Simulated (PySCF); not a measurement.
H$_{7}$NO$_{2}$Si$_{3}$

```xyz
13

O    -0.3854    1.3956   -1.3969
Si    1.2255    1.7176   -1.8034
O     1.6872    0.2750   -1.0483
Si    0.0660   -0.0753   -0.6706
N    -0.2843   -0.2043    0.9954
Si   -1.1016   -1.4906    1.8551
H     1.7752    2.9357   -1.1498
H     1.4834    1.7392   -3.2667
H    -0.4679   -1.2758   -1.3495
H     0.0348    0.5770    1.5655
H    -0.2074   -2.1205    2.8733
H    -1.4992   -2.5083    0.8414
H    -2.3161   -0.9826    2.5618
```

Geometry: PBE0-D3(BJ)/def2-SVP.

These are results of PBE0/pcSseg-1, SCF density, gas phase, non-relativistic (PySCF), not measurements.

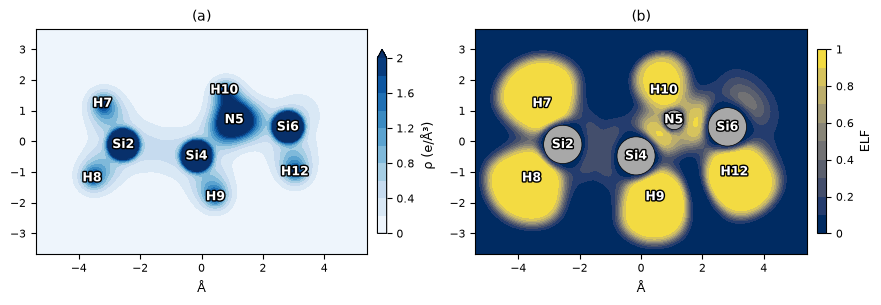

Figure 1. (a) electron density; (b) ELF on the plane of atoms Si6, N5 and H10. Grey discs cover the atomic cores in the ELF map.

What do the fields say about this system?

Answer. Atoms in the plane: Si, N and H.
Si–N (1.71 Å): ρ is about 1.1 e/Å³ halfway; the ELF peaks at about 0.90 between the atoms: a shared but strongly polarised pair.
Si–Si (2.42 Å): ρ is about 0.47 e/Å³ halfway; the ELF is about 0.25 at the midpoint.
N–H (1.02 Å): ρ is about 2.7 e/Å³ halfway; the ELF climbs to about 1 towards the hydrogen, as it does in any bond to H: a covalent bond by its length.
Si–N (1.75 Å): ρ at the midpoint is about 1 e/Å³; the ELF peaks at about 0.90 between the atoms (a polar covalent bond).
Si–H (1.48 Å): ρ is about 0.83 e/Å³ halfway; the ELF climbs to about 1 towards the hydrogen.

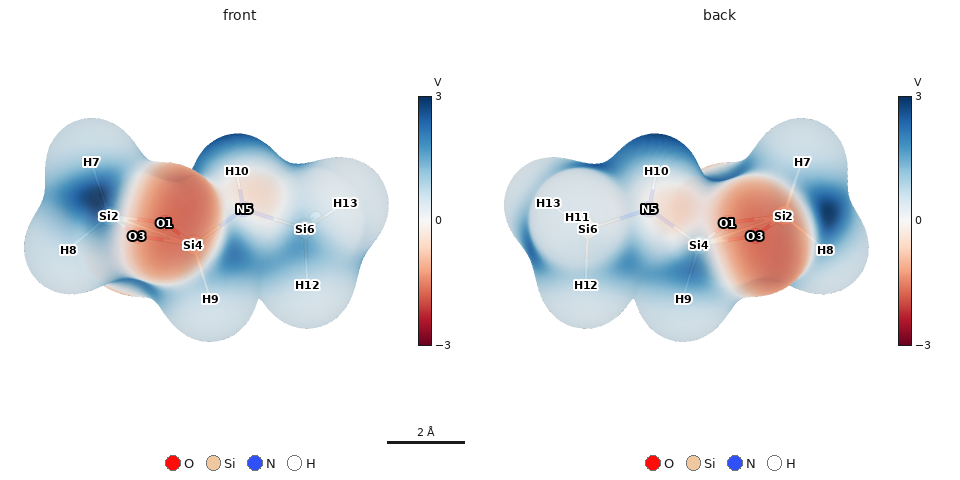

Figure 2. The molecular electrostatic potential painted on the density surface at 0.004 e/bohr³, seen from the front and from behind; the colour scale runs from red (negative) to blue (positive).

Where is the surface potential most negative and most positive?

Answer. The most negative region (about −1.8 V, or −42 kcal/mol for a unit charge) lies over O1 and O3, the most positive (about +2.8 V, or +65 kcal/mol for a unit charge) over Si2.

How polar is the molecule by this calculation?

Answer. Its dipole moment is 0.95 D.
